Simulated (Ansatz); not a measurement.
# Cl₄Zr···NH₃: what the fields show

```xyz
9

Zr    0.4903    0.0211   -0.1045
Cl    0.6781   -0.1517    2.2321
Cl    2.6418    0.0514   -1.0310
Cl   -0.6075    2.0163   -0.6864
Cl   -0.6736   -1.8307   -0.9653
N    -3.3076   -0.0300    1.5181
H    -3.2079   -0.7938    0.8743
H    -3.1641    0.8353    1.0299
H    -2.6207   -0.1179    2.2448
```

Core potentials replace the inner electrons of Zr.

All numbers below come from RHF/def2-SVP in Ansatz 0.2.0.

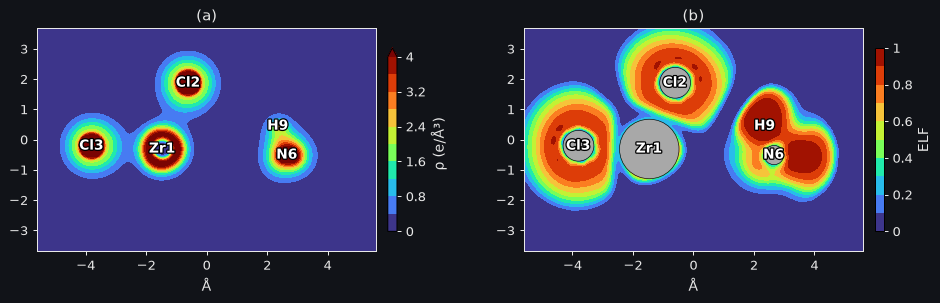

Figure 1. (a) electron density; (b) ELF on the plane of atoms Cl2, Zr1 and Cl3. Grey discs cover the atomic cores in the ELF map.

**Interpret the plot.**

The section cuts through Zr, Cl, N and H sites. Zr1···N6 (4.13 Å): the density falls to about 0.01 e/Å³ on the way; the ELF dips to about 0 between them: a non-bonded, intermolecular contact. Zr–Cl (2.34 Å): ρ at the midpoint is about 0.59 e/Å³; the ELF peaks at about 0.85 in the valence shell of Cl, 0.8 Å from its nucleus, and is about 0.35 at the midpoint. N–H (1.00 Å): ρ is about 2.8 e/Å³ halfway; the ELF climbs to about 1 towards the hydrogen, as it does in any bond to H: an ordinary covalent bond to hydrogen. The ELF also peaks beside N6, away from the bonds: lone-pair regions.

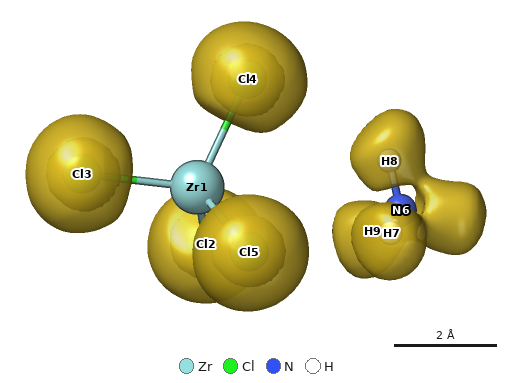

Figure 2. Isosurface of the ELF at 0.8 (yellow), seen at a tilt. Only the valence region is drawn (cores and ρ < 0.01 e/Å³ removed).

**Identify the bonds, lone pairs and shells in this picture.**

The ELF exceeds this value in four regions wrapped around Cl (the valence shell of each) and one joined region spread over several atoms (H, N), in which their bonds and any lone pairs are merged.

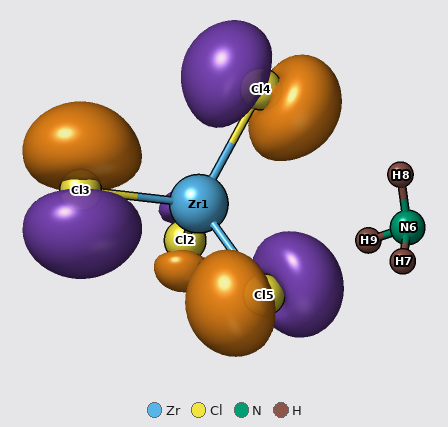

Figure 3. The HOMO−1 at ±0.1 Å⁻³ᐟ² (orange and purple are the two phases), seen at a tilt.

**Where does this orbital lie, and at what energy?**

Its weight (Hirshfeld) is mainly on Cl3 (about 40 %), Cl4 (about 25 %) and Cl5 (about 25 %); largely a combination of lone pairs on Cl3, Cl4 and Cl5. It is one of a degenerate set, so its orientation is arbitrary. Its energy is −13.13 eV.
